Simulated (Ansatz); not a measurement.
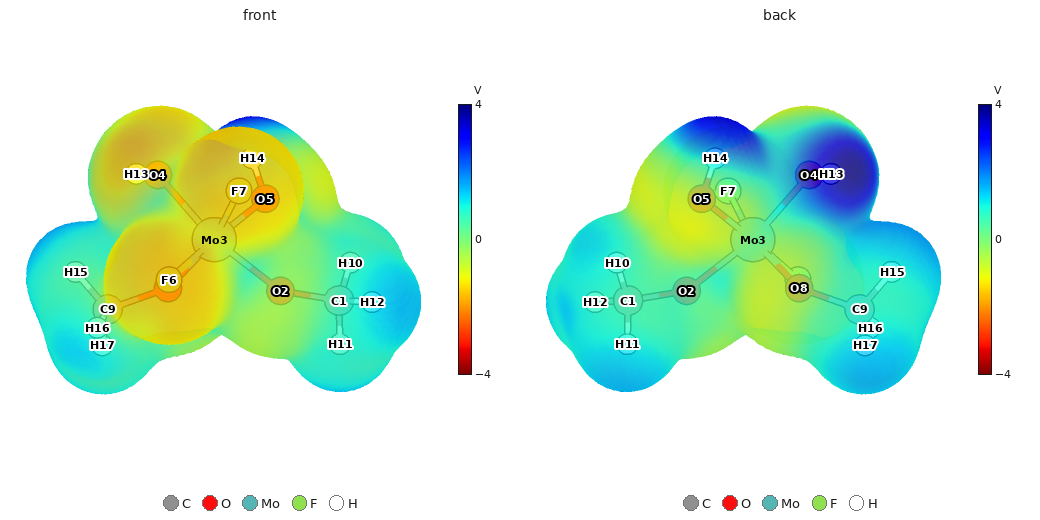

*C$_{2}$H$_{8}$F$_{2}$MoO$_{4}$. The electrostatic potential painted on the density surface at 0.004 e/bohr³, seen from the front and from behind; red is negative and blue positive.*

Geometry: PBE0-D4/def2-TZVP; core potentials replace the inner electrons of Mo.

All numbers below come from Ansatz 0.2.0, RKS PBE0-D4/def2-TZVPP.

```xyz
17

C     2.7898    0.2298   -0.2290
O     1.5427    0.4635    0.3424
Mo   -0.2257    0.7108   -0.0210
O    -1.9152    0.8983   -0.8650
O     0.4270    0.4208   -1.7984
F    -0.7667    1.0962    1.7448
F    -0.1539    2.5572   -0.1375
O    -0.7259   -1.0145    0.4149
C    -1.7400   -1.5525    1.2037
H     2.6798    0.1896   -1.3165
H     3.1865   -0.7179    0.1446
H     3.4650    1.0435    0.0481
H    -2.3615    0.1265   -1.2229
H    -0.1935    0.6272   -2.5019
H    -2.7101   -1.4472    0.7025
H    -1.7811   -1.0197    2.1591
H    -1.5361   -2.6121    1.3724
```

Q: Describe the electrostatic potential map.

A: The most negative region (about −1.7 V) lies over F6 and F7, the most positive (about +3.6 V) over H13.
